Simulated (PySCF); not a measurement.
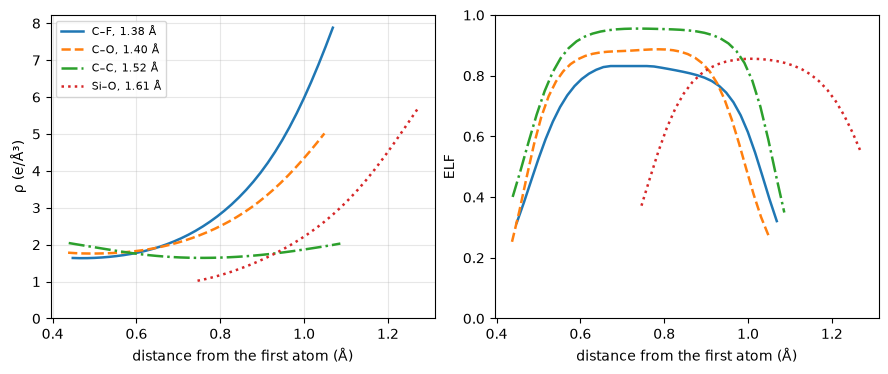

Figure. C6H12F2OSi. Electron density and electron localisation function along straight lines between neighbouring atoms. The curves leave out the atomic cores.

Geometry: GFN2-xTB.

Level of theory: PBE0/pcSseg-1, SCF density, gas phase, non-relativistic (PySCF).

Input

```
{"job": {"kind": "nmr", "xc": "PBE0", "basis": "pcSseg-1"}, "charge": 0, "multiplicity": 1}
C      3.732090     0.661340     0.091355
O      2.367350     0.398841     0.242246
Si     1.415983    -0.536920    -0.662673
C     -0.249649    -0.480418     0.270466
F     -0.069236    -1.171318     1.479990
C     -0.780704     0.912980     0.616086
C     -2.288236     0.723141     0.744814
C     -2.605620    -0.237956    -0.398084
F     -3.761962    -0.949050    -0.157012
C     -1.390536    -1.170929    -0.485471
H      3.934696     1.106413    -0.885079
H      4.029513     1.357165     0.876009
H      4.313779    -0.257795     0.182374
H      1.233972     0.019336    -2.009310
H      1.883973    -1.919693    -0.752333
H     -0.319632     1.283639     1.529022
H     -0.551614     1.601617    -0.198143
H     -2.848327     1.653960     0.678149
H     -2.528880     0.230236     1.688096
H     -2.778410     0.295059    -1.341048
H     -1.120198    -1.385709    -1.517199
H     -1.628762    -2.114553     0.006897
```

Launched as:

```sh
OMP_NUM_THREADS=1 python probes_run.py task.json out
```

### What can be read from the curves?

C–F (1.38 Å): ρ is about 2.1 e/Å³ halfway, with its minimum of 1.6 e/Å³ about 0.5 Å from C; the ELF peaks at about 0.85 between the atoms; a polar covalent bond.
C–O (1.40 Å): ρ is about 2.1 e/Å³ halfway, with its minimum of 1.8 e/Å³ about 0.5 Å from C; the ELF peaks at about 0.90 between the atoms, as expected for a shared but strongly polarised pair.
C–C (1.52 Å): ρ at the midpoint is about 1.6 e/Å³; the ELF peaks at about 0.95 between the atoms; a covalent bond.
Si–O (1.61 Å): ρ is about 1.2 e/Å³ halfway; the ELF peaks at about 0.85 between the atoms (a polar covalent bond).
